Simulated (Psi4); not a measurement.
**Run report: GeH$_{3}$ (charge −1), property calculation**

System: GeH$_{3}$, charge −1, multiplicity 2, SMILES [GeH3-].
Method: HF/aug-cc-pVDZ, RHF, dispersion D3M(BJ), sfX2C (Psi4 1.11).

The geometry comes from this level: GFN2-xTB.

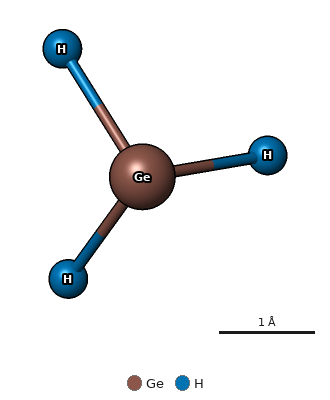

Fig. 1: The structure (ball-and-stick view, seen at a tilt). Sticks mark near contacts. Bond lengths as drawn: Ge–H 1.75 to 1.76 Å.

Input (job.in)
```
memory 1600 mb

molecule system {
  -1 2
  Ge     0.468920    -0.274960    -0.542070
  H      0.935040     0.154290     1.089240
  H     -0.940860    -1.090590     0.102250
  H     -0.463100     1.211260    -0.649430
}

set {
  basis aug-cc-pVDZ
  relativistic x2c
}

e, wfn = energy('hf-d3mbj2b', return_wfn=True)
oeprop(wfn, 'MULTIPOLE(3)', 'ESP_AT_NUCLEI', 'LOWDIN_CHARGES', 'QUADRUPOLE', 'MBIS_CHARGES')
print_variables()
```

Machine: 1 thread of Intel Xeon (Granite Rapids), 128 GiB of memory available, shared host.

Command:
```bash
psi4 -n 1 job.in job.out
```

Log
```
Psi4 1.11 release

qcelemental.exceptions.ValidationError: Inconsistent or unspecified chg/mult: sys chg: None, frag chg: [-1.0], sys mult: None, frag mult: [2]

Printing out the relevant lines from the Psithon --> Python processed input file:
    from psi4.driver.wrapper_database import database, db, DB_RGT, DB_RXN
    from psi4.driver.wrapper_autofrag import auto_fragments
    psi4_io = core.IOManager.shared_object()
    core.set_memory_bytes(1600000000)

--> system = geometry("""
      -1 2
      Ge     0.468920    -0.274960    -0.542070
      H      0.935040     0.154290     1.089240
      H     -0.940860    -1.090590     0.102250
      H     -0.463100     1.211260    -0.649430

!----------------------------------------------------------------------------------!
!                                                                                  !
!  Inconsistent or unspecified chg/mult: sys chg: None, frag chg: [-1.0], sys      !
!     mult: None, frag mult: [2]                                                   !
!                                                                                  !
!----------------------------------------------------------------------------------!

    Psi4 run time: 0:00:00.00
```

Outcome

```csv
quantity,value
outcome,refused by the program
```

Some settings of this run were drawn to be unusual or wrong (multiplicity set to 2 (from 1)). The program refused the input: “Inconsistent or unspecified chg/mult: sys chg: None, frag chg: [-1.0], sys mult: None, frag mult: [2]”
